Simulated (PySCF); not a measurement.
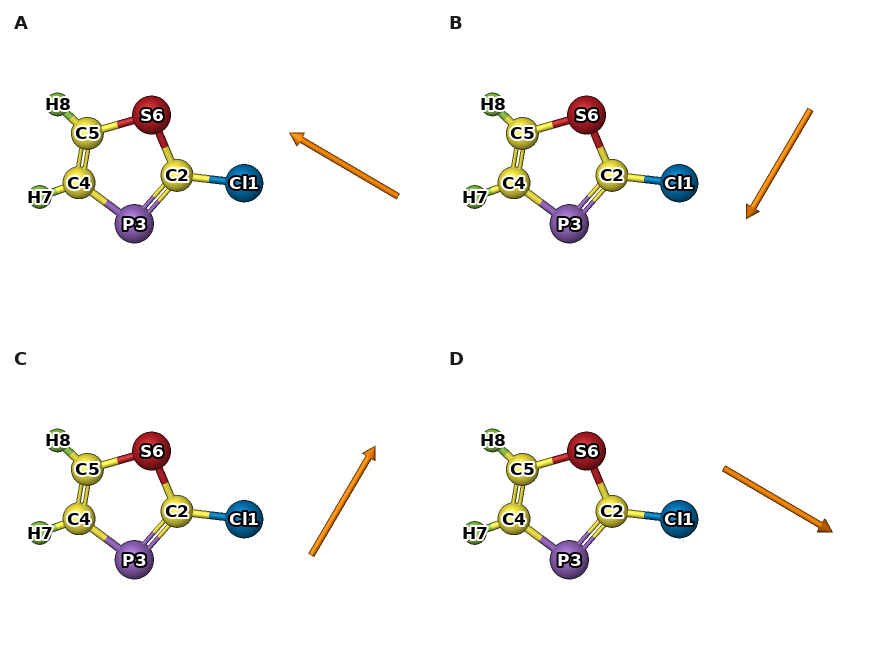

The same molecule four times, each with an arrow. The computed structure is the end point of a GFN2-xTB optimisation. No frequency run is at hand to confirm it as a minimum. Level of theory: CAM-B3LYP/def2-SVPD, gas phase (PySCF 2.14.0).

Question: Which arrow points along the dipole moment, from the negative to the positive end?

Answer: A. The dipole moment is 2.22 D; it points from the side of Cl1 to the side of H8 (the outermost atoms at the two ends).

The geometry is semi-empirical. Around P such bond lengths and angles can be off by a tenth of an ångström or more and by several degrees, and values that hang on the shape move with them.
